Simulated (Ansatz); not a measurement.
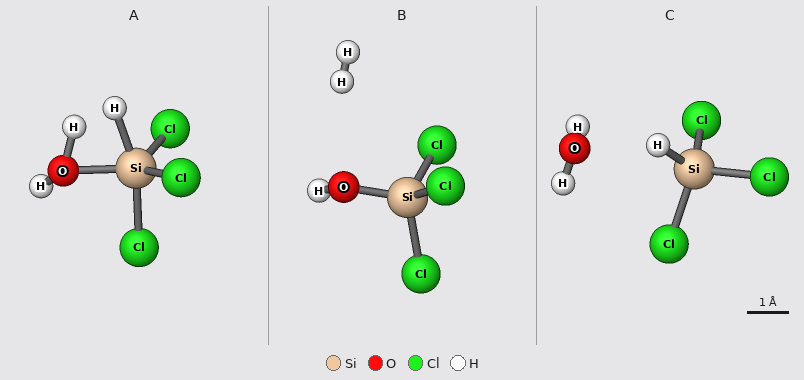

Three geometries of SiH₃OCl₃: a saddle point and the two minima that it joins, in shuffled order. A ball-and-stick model, seen at a tilt. Sticks join atoms that are closer than about 1.2 times the sum of their covalent radii (a little more with hydrogen).

Stationary points at PBE0-D4/def2-TZVP, single-point energies with CCSD(T)/CBS, PBE0-D4, BHLYP-D4, r2SCAN0-D4 (def2-TZVPP where no basis is named; Ansatz 0.2.0). The energies are electronic, without zero-point or thermal terms, and both ends are the minima reached downhill from the saddle, with any fragments still in contact. CCSD(T)/CBS stands for a frozen-core estimate: MP2 correlation extrapolated from def2-TZVPP and def2-QZVPP, CCSD(T) minus MP2 from the smaller set.

Which frame is the transition state, what reaction does it lead through, and what barrier is to be expected?

Answer. Frame A is the saddle point. Counted by bonded pieces, B holds H₂ + SiHCl₃O and C holds H₂O + SiHCl₃. From B over the saddle to C, bonds form: H–Si (4.11 → 1.67 → 1.46 Å), H–O (2.80 → 1.14 → 0.96 Å). Bonds break: O–Si (1.62 → 1.80 → 3.09 Å), H–H (0.75 → 1.13 → 3.26 Å). The saddle has one imaginary mode, 1336i cm⁻¹. With CCSD(T)/CBS the barrier is 2.50 eV from B and 1.74 eV from C, and C lies 0.76 eV above B.

```
      level  barrier from B (eV)  barrier from C (eV)  C less B (eV)
CCSD(T)/CBS                 2.50                 1.74           0.76
    PBE0-D4                 2.26                 1.56           0.71
   BHLYP-D4                 2.65                 1.89           0.77
 r2SCAN0-D4                 2.39                 1.60           0.79
```

Against CCSD(T)/CBS, r2SCAN0-D4 comes closest on the barrier from B (−0.11 eV) and PBE0-D4 misses most (−0.23 eV).

Limits of the set-up: the start holds two separate molecules, 2.8 Å apart at their closest, whose relative position is a soft coordinate.
